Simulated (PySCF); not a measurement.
**NMR shielding calculation of C$_{4}$H$_{9}$F$_{2}$S (charge +1)**

- system: C$_{4}$H$_{9}$F$_{2}$S, charge +1, SMILES C[S+](C)CC(F)F
- method: GIAO B3LYP/pcSseg-1 NMR shielding, non-relativistic, IEF-PCM methanol (PySCF 2.14.0)

The geometry comes from this level: GFN2-xTB, coordinate held. Figures and captions count atoms from 1; the log counts them from 0 in places.

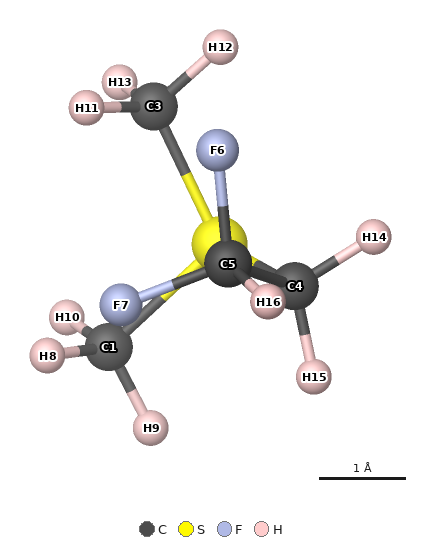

**Figure 1.** The input geometry (ball-and-stick view, seen at an oblique angle; atoms are numbered from 1 in the order of the input). Bond lengths as drawn: C–C 1.53 Å, C–F 1.35 Å, C–H 1.09 to 1.10 Å and C–S 1.81 to 1.84 Å.

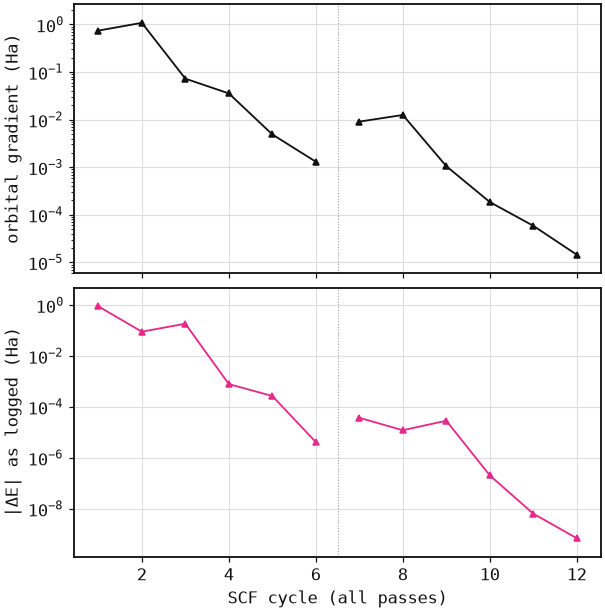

**Figure 2.** Convergence of the self-consistent field: orbital gradient and size of the energy change against the SCF cycle. The dotted line marks the change from a coarse to the final integration grid. The first 6 cycles use a coarse grid, the final grid takes over at cycle 7, and the field converges after 12 cycles in all.

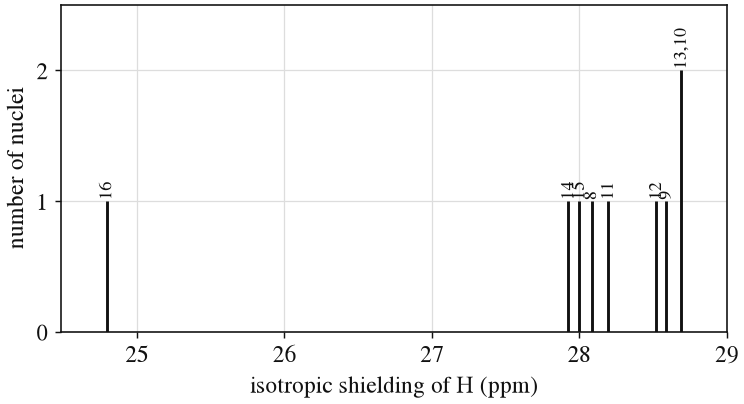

**Figure 3.** Isotropic shieldings of the hydrogen nuclei in this fixed geometry, labelled by atom number; shielding grows to the right, so chemical shift grows to the left. The least shielded is H16 (24.8 ppm), the most shielded H10 (28.7 ppm).

The input and output of the run follow.

### Input
```
{"job": {"kind": "nmr", "xc": "B3LYP", "basis": "pcSseg-1", "solvent": "methanol", "every": 1, "pop": false}, "charge": 1, "multiplicity": 1}
C     -1.226662    -1.474504     0.610334
S     -0.556866    -0.509388    -0.762896
C     -1.291904     1.138377    -0.710251
C      1.267713    -0.378434    -0.586140
C      1.728271     0.598665     0.492852
F      1.420530     1.859766     0.132161
F      1.056510     0.358909     1.641883
H     -0.990990    -1.047184     1.582175
H     -0.818783    -2.477335     0.523603
H     -2.302772    -1.507150     0.460951
H     -1.165320     1.623956     0.254800
H     -0.821910     1.730035    -1.491037
H     -2.346579     1.004507    -0.934192
H      1.633809    -0.050558    -1.558991
H      1.625300    -1.384984    -0.372955
H      2.807923     0.543653     0.696454
```

The first line tells a small driver script what to run in PySCF; the rest is the geometry in Å.

Launched with:
```bash
OMP_NUM_THREADS=1 python <driver script> task.json out
```

### Output
```
coarse grid: 13720 points
cycle   1  E = -755.3538321652  dE =  8.888e-01  |g| = 7.436e-01  |ddm| = 3.359e+00
cycle   2  E = -755.2641874835  dE =  8.964e-02  |g| = 1.082e+00  |ddm| = 1.062e+00
cycle   3  E = -755.4482907734  dE = -1.841e-01  |g| = 7.265e-02  |ddm| = 6.226e-01
cycle   4  E = -755.4490732838  dE = -7.825e-04  |g| = 3.555e-02  |ddm| = 8.381e-02
cycle   5  E = -755.4493394052  dE = -2.661e-04  |g| = 4.881e-03  |ddm| = 3.192e-02
cycle   6  E = -755.4493435179  dE = -4.113e-06  |g| = 1.303e-03  |ddm| = 5.100e-03
final grid: 128136 points
cycle   7  E = -755.5104040787  dE = -3.708e-05  |g| = 9.071e-03  |ddm| = 1.913e-02
cycle   8  E = -755.5103920735  dE =  1.201e-05  |g| = 1.252e-02  |ddm| = 1.285e-02
cycle   9  E = -755.5104204903  dE = -2.842e-05  |g| = 1.051e-03  |ddm| = 7.112e-03
cycle  10  E = -755.5104206920  dE = -2.017e-07  |g| = 1.851e-04  |ddm| = 8.609e-04
cycle  11  E = -755.5104206983  dE = -6.325e-09  |g| = 5.867e-05  |ddm| = 1.507e-04
cycle  12  E = -755.5104206990  dE = -6.862e-10  |g| = 1.445e-05  |ddm| = 6.456e-05
converged SCF energy = -755.5104206990

GIAO shielding tensors (ppm)
atom      isotropic    diamagn.    paramagn.     s11        s22        s33       span
  0 C      149.818     252.076    -102.258    127.646    138.883    182.925     55.279
  1 S      408.964    1058.302    -649.338    279.065    444.596    503.231    224.167
  2 C      151.510     252.611    -101.101    132.669    142.468    179.394     46.725
  3 C      129.679     255.360    -125.681    117.233    123.223    148.580     31.348
  4 C       57.838     237.349    -179.511     42.958     56.714     73.841     30.883
  5 F      299.448     476.699    -177.251    193.579    309.862    394.904    201.325
  6 F      306.358     478.945    -172.587    208.966    322.827    387.282    178.316
  7 H       28.084      30.902      -2.819     22.408     28.203     33.639     11.231
  8 H       28.587      29.031      -0.443     24.124     25.504     36.134     12.010
  9 H       28.712      28.616       0.096     23.919     25.666     36.550     12.631
 10 H       28.197      31.231      -3.034     23.559     27.589     33.443      9.884
 11 H       28.524      29.753      -1.229     24.187     25.859     35.525     11.339
 12 H       28.672      28.664       0.008     23.605     25.748     36.664     13.059
 13 H       27.927      29.710      -1.783     23.543     25.981     34.255     10.712
 14 H       28.001      30.284      -2.283     23.830     26.056     34.116     10.287
 15 H       24.794      25.770      -0.975     21.791     22.940     29.652      7.861
```

### Results in brief

- outcome: converged
- total energy: −755.510421 hartree
- HOMO: −9.06 eV
- LUMO: −0.44 eV
- isotropic shielding, C: 57.8 to 151.5 ppm
- isotropic shielding, S: 409.0 ppm
- isotropic shielding, F: 299.4 to 306.4 ppm
- isotropic shielding, H: 24.8 to 28.7 ppm
- hardware: 1 CPU thread, shared host
- wall time: 17 s
- peak memory: 0.88 GiB
